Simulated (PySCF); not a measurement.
C5H10FSSi (doublet)

```csv
atom,x (Å),y (Å),z (Å)
F,-0.0238,-1.4837,-1.7575
C,-0.2553,-1.5288,-0.3912
Si,-1.7466,-0.3667,-0.0260
C,-0.9595,1.3473,-0.2441
C,0.4008,1.4296,0.4535
C,1.3855,0.3707,-0.0409
C,0.9776,-1.0450,0.3611
S,2.3549,-2.2004,0.1231
H,-0.4487,-2.5820,-0.1619
H,-2.1658,-0.6182,1.3569
H,-2.7957,-0.6529,-0.9995
H,-0.8192,1.5505,-1.3082
H,-1.6090,2.1350,0.1393
H,0.8392,2.4146,0.2731
H,0.2692,1.3229,1.5336
H,1.4661,0.4143,-1.1295
H,2.3737,0.5797,0.3755
H,0.7480,-1.0808,1.4312
```

Geometry: GFN2-xTB.

Method: UKS B3LYP, pcH-1 on C F H S Si, non-relativistic, mean-field spin-orbit, GIAO in PySCF.

Q: What will maps of the electron density, electron localisation function and spin density show?

A: C–C (1.52 Å): ρ at the midpoint is about 1.7 e/Å³; the ELF peaks at about 0.95 between the atoms (a shared electron pair).
C–S (1.81 Å): ρ at the midpoint is about 1.2 e/Å³; the ELF peaks at about 0.90 between the atoms: localised, covalent bonding.
C–Si (1.93 Å): ρ is about 0.93 e/Å³ halfway; the ELF peaks at about 1 between the atoms, as expected for a shared electron pair.
Si–H (1.46 Å): the density is about 0.82 e/Å³ at the midpoint; the ELF climbs to about 1 towards the hydrogen, as it does in any bond to H.
The unpaired spin (1 electron) lies mostly on S8 (about 0.9), in electrons by Hirshfeld's partition.

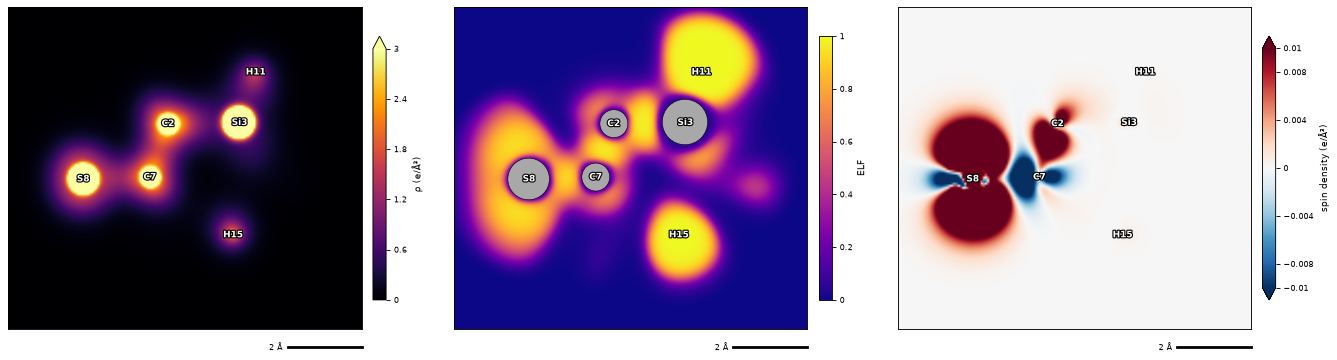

Computed electron density, electron localisation function and spin density on the plane of atoms C2, C7 and S8, in this order. Grey discs cover the atomic cores in the ELF map. 
